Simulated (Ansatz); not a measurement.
BH₃

```csv
atom,x (Å),y (Å),z (Å)
B,0.3031,0.0000,0.1750
H,0.2226,0.0001,1.3870
H,1.3930,-0.0001,-0.3612
H,-0.7062,0.0001,-0.5007
```

Method: RKS PBE-D4/def2-SVP in Ansatz 0.2.0.

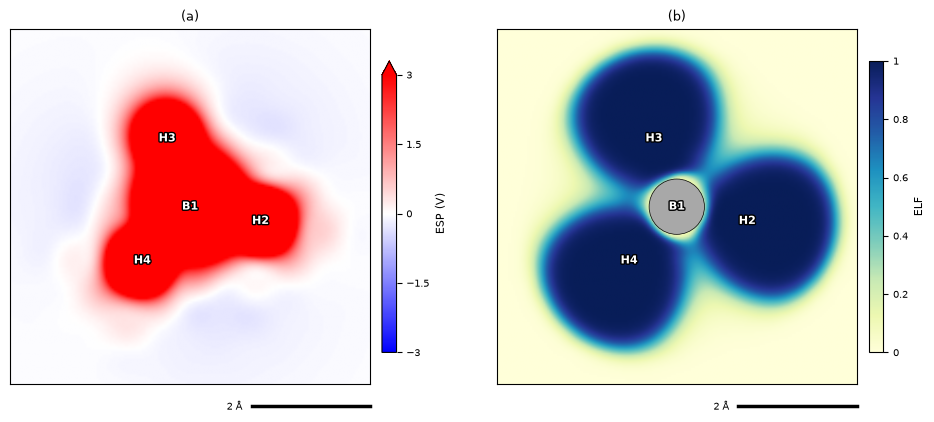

Figure 1. (a) electrostatic potential; (b) ELF on the molecular plane. Grey discs cover the atomic cores in the ELF map.

> What do the fields say about this system?

Atoms in the plane: B and H.
B–H (1.21 Å): the ELF climbs to about 1 towards the hydrogen, as it does in any bond to H (an ordinary covalent bond to hydrogen).
Outside the dense part of the molecule the potential is most negative (−0.3 V) near H2, H3 and H4.

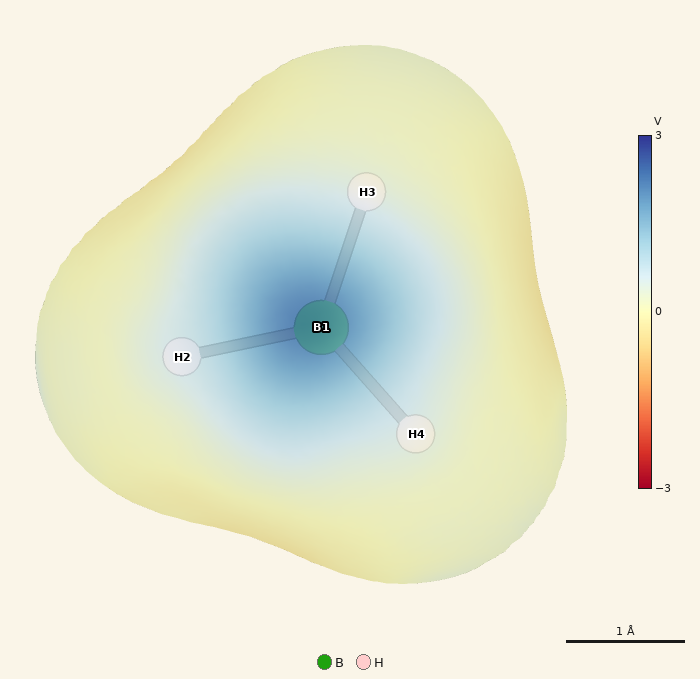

Figure 2. The electrostatic potential painted on the density surface at 0.002 e/bohr³, seen across its widest extent; the colour scale runs from red (negative) to blue (positive).

> Which sites attract a positive test charge, and which a negative one?

A positive charge is drawn to the negative regions and a negative charge to the positive ones. The most negative region (about −0.3 V) lies over H4, the most positive (about +2.2 V) over B1.

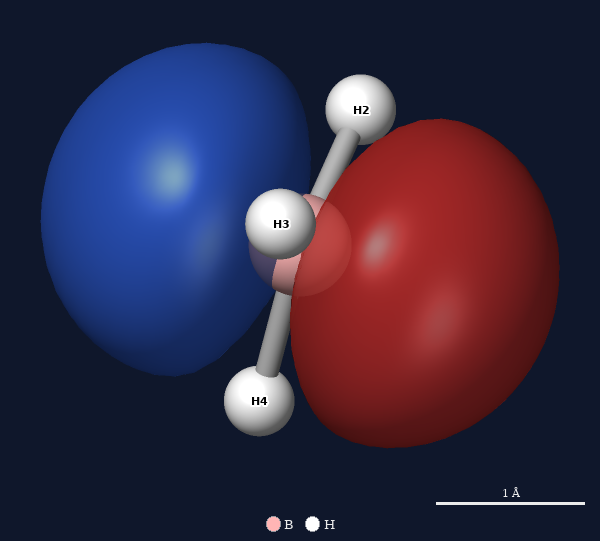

Figure 3. The LUMO at ±0.15 Å⁻³ᐟ² (red and blue are the two phases), seen at an oblique angle.

> What is the character of this orbital?

It lies mainly on B1 (about 75 %), H2 (about 10 %), H3 (about 10 %) and H4 (about 10 %); it changes sign across the molecular plane (π type). Its energy is −3.00 eV.
